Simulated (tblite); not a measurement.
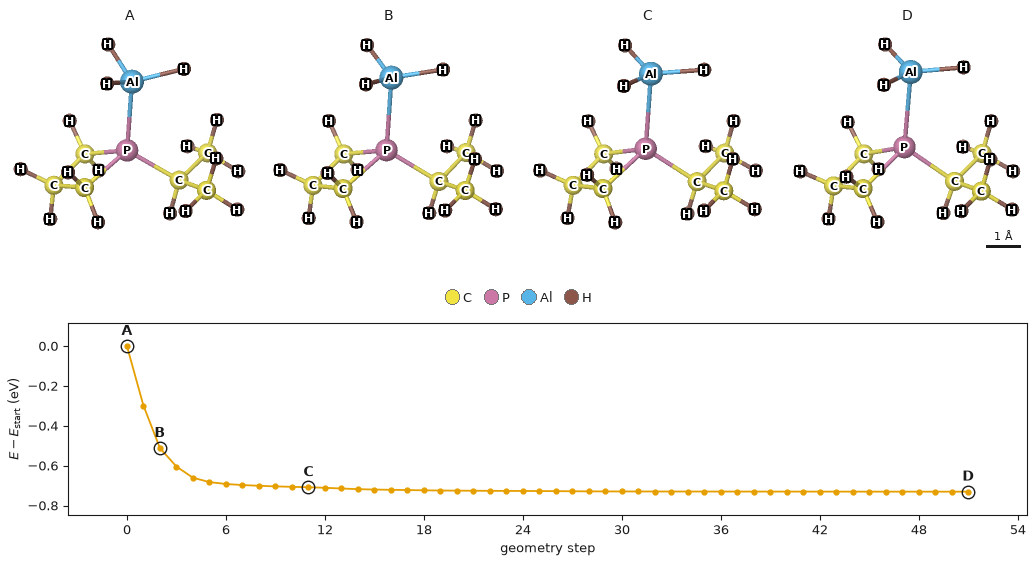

Frames of a relaxation of C₆H₁₆AlP, marked on the history of the run. A ball-and-stick model, seen at a tilt.

Computed with GFN2-xTB geometry optimisation, gas phase (tblite 0.8.0). 

Describe the path.

The energy falls by 0.730 eV in 51 geometry steps. The largest move after the best rigid fit is that of the Al atom, 0.32 Å. By element the largest moves are Al 0.32 Å, H 0.14 Å, P 0.11 Å, C 0.08 Å. Near-neighbour distances that change, for instance: Al–P 2.275 → 2.486 Å, C–P 1.813 → 1.860 Å, C–H 1.115 → 1.089 Å, Al–H 1.596 → 1.572 Å. Among the angles between lasting bonds that change: P–Al–H 109.6° → 96.4°, P–Al–H 109.2° → 96.5°, P–Al–H 109.3° → 100.3°. From step 0 to 2: the Al atom moves most (0.13 Å), energy −0.512 eV. From step 2 to 11: the Al atom moves most (0.13 Å), energy −0.196 eV. From step 11 to 51: H atoms move most (0.10 Å), energy −0.022 eV.

```tsv
step	E − E(0), eV
0	0.0000
1	-0.2983
2	-0.5119
3	-0.6044
4	-0.6604
5	-0.6824
6	-0.6919
7	-0.6972
8	-0.7008
9	-0.7038
10	-0.7062
12	-0.7110
14	-0.7178
16	-0.7211
19	-0.7246
21	-0.7258
23	-0.7266
25	-0.7273
27	-0.7284
29	-0.7292
32	-0.7296
34	-0.7297
36	-0.7298
38	-0.7299
40	-0.7300
42	-0.7301
45	-0.7303
47	-0.7303
49	-0.7304
51	-0.7304
```
